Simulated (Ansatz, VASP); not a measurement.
# Cross-check of SiC (Moissanite 3C) between VASP and Ansatz

One calculation is typed for both programs; each brings its own data sets. How far apart do they land? The cell is taken from a series of VASP runs on this material, whose earlier steps may have relaxed, scaled or displaced it; both programs get it as it stands. Valence electrons are named where the data sets of a main pair hold unlike numbers.

Main program and level: Ansatz 0.2.0; plane waves, with VASP 6.6.1 beside it; band structure at HSE06.

## (1) The starting structure

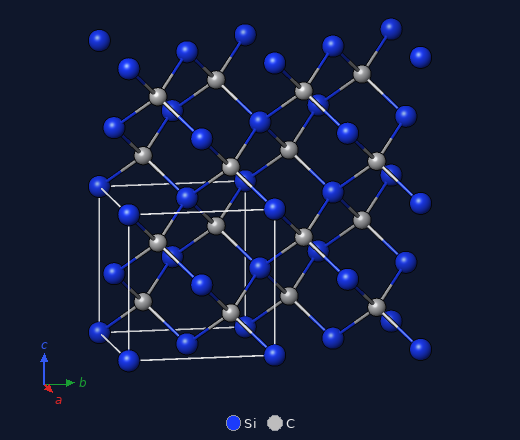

Start, viewed slightly off an axis; silicon blue, carbon light grey. 1×2×2 cells are drawn. This picture shows the conventional cell, with its axes. Bonds to atoms that aren't drawn are left out. Some periodic images of atoms are drawn too.

Structure file:

```xyz
2
Lattice="0.0000 2.1790 2.1790 2.1790 0.0000 2.1790 2.1790 2.1790 0.0000" Properties=species:S:1:pos:R:3 pbc="T T T"
Si    0.0000    0.0000    0.0000
C     3.2685    3.2685    3.2685
```

## (2) VASP: band structure, HSE06

The same path points are solved in both programs, so levels can be compared one by one.

Lines of VASP's logs that name or quote its potential files are left out, and so is its time.

The run reads the wave functions of an earlier VASP run, which isn't shown here.

Input file INCAR:

```
SYSTEM = SiC
PREC = Accurate
ENCUT = 460
EDIFF = 1E-06
NELM = 100
ISMEAR = 0
SIGMA = 0.03
LREAL = .FALSE.
ALGO = Normal
LHFCALC = .TRUE.
AEXX = 0.25
GGA = PE
HFSCREEN = 0.2
LASPH = .TRUE.
NBANDS = 10
PRECFOCK = Fast
LORBIT = 11
LWAVE = .FALSE.
LCHARG = .FALSE.
KPAR = 4
```

Input file POSCAR:

```
SiC
1.0
    0.0000000000      2.1790000000      2.1790000000
    2.1790000000      0.0000000000      2.1790000000
    2.1790000000      2.1790000000      0.0000000000
Si C
1 1
Direct
    0.0000000000      0.0000000000      0.0000000000
    0.7500000000      0.7500000000      0.7500000000
```

Input file KPOINTS:

```
Automatic mesh
0
Gamma
6 6 6
0 0 0
```

Input file KPOINTS_OPT:

```
Line mode
10
Line-mode
Reciprocal
  0.00000000   0.00000000   0.00000000 GAMMA
  0.50000000   0.00000000   0.50000000 X

  0.50000000   0.00000000   0.50000000 X
  0.50000000   0.25000000   0.75000000 W

  0.50000000   0.25000000   0.75000000 W
  0.37500000   0.37500000   0.75000000 K

  0.37500000   0.37500000   0.75000000 K
  0.00000000   0.00000000   0.00000000 GAMMA

  0.00000000   0.00000000   0.00000000 GAMMA
  0.50000000   0.50000000   0.50000000 L

  0.50000000   0.50000000   0.50000000 L
  0.62500000   0.25000000   0.62500000 U

  0.62500000   0.25000000   0.62500000 U
  0.50000000   0.25000000   0.75000000 W

  0.50000000   0.25000000   0.75000000 W
  0.50000000   0.50000000   0.50000000 L

  0.50000000   0.50000000   0.50000000 L
  0.37500000   0.37500000   0.75000000 K

  0.62500000   0.25000000   0.62500000 U
  0.50000000   0.00000000   0.50000000 X
```

Potentials, in the order of the species: Si and C (PBE family, release 64).

On the command line:

```bash
$ mpirun -np 4 vasp_std
```

Numbers of over 12 decimals in the logs are rounded to 6 here.

The program printed:

```text
[banner, memory and clock lines left out]
running    4 mpi-ranks, on    1 nodes
 distrk:  each k-point on    1 cores,    4 groups
 distr:  one band on    1 cores,    1 groups

 POSCAR found type information on POSCAR SiC
 POSCAR found :  2 types and       2 ions
 LDA part: xc-table for (Slater+PW92), standard interpolation
 found WAVECAR, reading the header
 POSCAR, INCAR and KPOINTS ok, starting setup
 FFT: planning ... GRIDC
 FFT: planning ... GRID_SOFT
 FFT: planning ... GRID
 reading WAVECAR
 the WAVECAR file was read successfully
 initial charge from wavefunction
 entering main loop
       N       E                     dE             d eps       ncg     rms          rms(c)
DAV:   1    -0.174554674703E+02   -0.17455E+02   -0.80495E-01   320   0.652E+00    0.377E+00
DAV:   2    -0.174572885468E+02   -0.18211E-02   -0.10670E-02   384   0.809E-01    0.243E+00
DAV:   3    -0.174556634205E+02    0.16251E-02   -0.16736E-03   380   0.210E-01    0.141E+00
DAV:   4    -0.174552309345E+02    0.43249E-03   -0.38493E-04   334   0.105E-01    0.781E-01
DAV:   5    -0.174550817698E+02    0.14916E-03   -0.48264E-05   326   0.485E-02    0.439E-01
DAV:   6    -0.174550286481E+02    0.53122E-04   -0.20321E-05   328   0.364E-02    0.247E-01
DAV:   7    -0.174550128947E+02    0.15753E-04   -0.57627E-06   350   0.196E-02    0.140E-01
DAV:   8    -0.174550076918E+02    0.52028E-05   -0.17409E-06   284   0.107E-02    0.793E-02
DAV:   9    -0.174550060388E+02    0.16530E-05   -0.62702E-07   160   0.638E-03    0.450E-02
DAV:  10    -0.174550056005E+02    0.43835E-06   -0.24529E-07   160   0.421E-03
   1 F= -.17455006E+02 E0= -.17455006E+02  d E =-.335837E-13
 Start KPOINTS_OPT (optional k-point list driver)
k-point batch [1-16\100]
       N       E                     dE             ncg
DAV:   1     0.545334746173E+03   -0.33548E+04      320
DAV:   2     0.191853633230E+03   -0.35348E+03      424
DAV:   3     0.173065000717E+03   -0.18789E+02      400
DAV:   4     0.172888871276E+03   -0.17613E+00      400
DAV:   5     0.172887441996E+03   -0.14293E-02      422
DAV:   6     0.172887437291E+03   -0.47050E-05      400
DAV:   7     0.172887437271E+03   -0.19865E-07      388
[...]
k-point batch [97-100\100]
       N       E                     dE             ncg
DAV:   1     0.432154023150E+04   -0.14430E+04       96
DAV:   2     0.426853001183E+04   -0.53010E+02      104
DAV:   3     0.426738796301E+04   -0.11420E+01      118
DAV:   4     0.426737965136E+04   -0.83116E-02      104
DAV:   5     0.426737963175E+04   -0.19611E-04      118
DAV:   6     0.426737963172E+04   -0.35057E-07      120
```

Parts of OUTCAR (step 2):

```text
ion  position               nearest neighbor table
   1  0.000  0.000  0.000-   2 1.89   2 1.89   2 1.89   2 1.89
   2  0.750  0.750  0.750-   1 1.89   1 1.89   1 1.89   1 1.89

  LATTYP: Found a face centered cubic cell.
 ALAT       =     4.3580000000

 Subroutine GETGRP returns: Found 24 space group operations
 (whereof 24 operations were pure point group operations)

The static configuration has the point symmetry T_d .

 Found     16 irreducible k-points:

   k-points           NKPTS =     16   k-points in BZ     NKDIM =    216   number of bands    NBANDS=     10

   dimension x,y,z NGX =    24 NGY =   24 NGZ =   24
   dimension x,y,z NGXF=    48 NGYF=   48 NGZF=   48

   ENCUT  =  460.0 eV  33.81 Ry    5.81 a.u.   5.39  5.39  5.39*2*pi/ulx,y,z

   NELECT =       8.0000    total number of electrons

 k-points in reciprocal lattice and weights: Automatic mesh
   0.00000000  0.00000000  0.00000000       0.005
   0.16666667  0.00000000  0.00000000       0.037
   0.33333333  0.00000000  0.00000000       0.037
   0.50000000  0.00000000  0.00000000       0.019
   0.16666667  0.16666667  0.00000000       0.028
   0.33333333  0.16666667  0.00000000       0.111
   0.50000000  0.16666667  0.00000000       0.111
  -0.33333333  0.16666667  0.00000000       0.111
  -0.16666667  0.16666667  0.00000000       0.056
[...]
-0.33333333  0.33333333  0.16666667       0.111
  -0.33333333  0.50000000  0.16666667       0.056

  exchange ACFDT corr.  =         0.00000000  see jH, gK, PRB 81, 115126

 average (electrostatic) potential at core
       1 -76.6988       2 -40.9299

 E-fermi :   7.6257

 k-point     1 :       0.0000    0.0000    0.0000
  band No.  band energies     occupation
      1      -9.5089      2.00000
      2       7.4829      2.00000
      3       7.4829      2.00000
      4       7.4829      2.00000
      5      15.0408      0.00000
      6      16.0899      0.00000
      7      16.0899      0.00000
      8      16.0899      0.00000
      9      23.5862      0.00000
    ...

 k-point     2 :       0.1667    0.0000    0.0000
  band No.  band energies     occupation
      1      -8.9229      2.00000
      2       4.8991      2.00000
      3       7.1238      2.00000
      4       7.1238      2.00000
      5      15.1002      0.00000
      6      16.6582      0.00000
      7      16.6582      0.00000
      8      17.2910      0.00000
      9      21.9392      0.00000
    ...

 k-point     3 :       0.3333    0.0000    0.0000
  band No.  band energies     occupation
      1      -7.2663      2.00000
      2       0.7007      2.00000
      3       6.5563      2.00000
      4       6.5563      2.00000
      5      14.4027      0.00000
      6      16.4394      0.00000
      7      16.4394      0.00000
      8      18.9709      0.00000
      9      23.3815      0.00000
    ...

  energy-cutoff  :      460.00
  volume of cell :       20.69
      direct lattice vectors                 reciprocal lattice vectors
     0.000000000  2.179000000  2.179000000    -0.229463056  0.229463056  0.229463056
     2.179000000  0.000000000  2.179000000     0.229463056 -0.229463056  0.229463056
     2.179000000  2.179000000  0.000000000     0.229463056  0.229463056 -0.229463056

 POSITION                                       TOTAL-FORCE (eV/Angst)
 -----------------------------------------------------------------------------------
      0.00000      0.00000      0.00000         0.000000      0.000000      0.000000
      3.26850      3.26850      3.26850        -0.000000     -0.000000     -0.000000
 -----------------------------------------------------------------------------------
    total drift:                               -0.000001      0.000000     -0.000000

  FREE ENERGIE OF THE ION-ELECTRON SYSTEM (eV)
  ---------------------------------------------------
  free  energy   TOTEN  =       -17.4550056005 eV

  energy  without entropy=      -17.4550056005  energy(sigma->0) =      -17.45500560

 total charge
# of ion       s       p       d       tot
------------------------------------------
    1        0.717   0.986   0.000   1.703
    2        0.840   1.713   0.000   2.552
--------------------------------------------------
tot          1.557   2.699   0.000   4.255

[... 3 further parts left out ...]
```

The PAW data sets were made with PBE, which is usual practice but a small mismatch for other functionals.

[end of part 1 of 2]

[Lines on the potential files, build, host, timing and source positions are cut from VASP's logs without a mark.]

[Logs are printed without paths, hosts, clocks, repeated set-up lines and the standing remarks that a program may print on its own settings, such as how far it seeks lower states.]

[Hosts, paths, dates, database ids (printed as entryN), source tags and the programs' standing remarks are cut or masked in the printed files.]
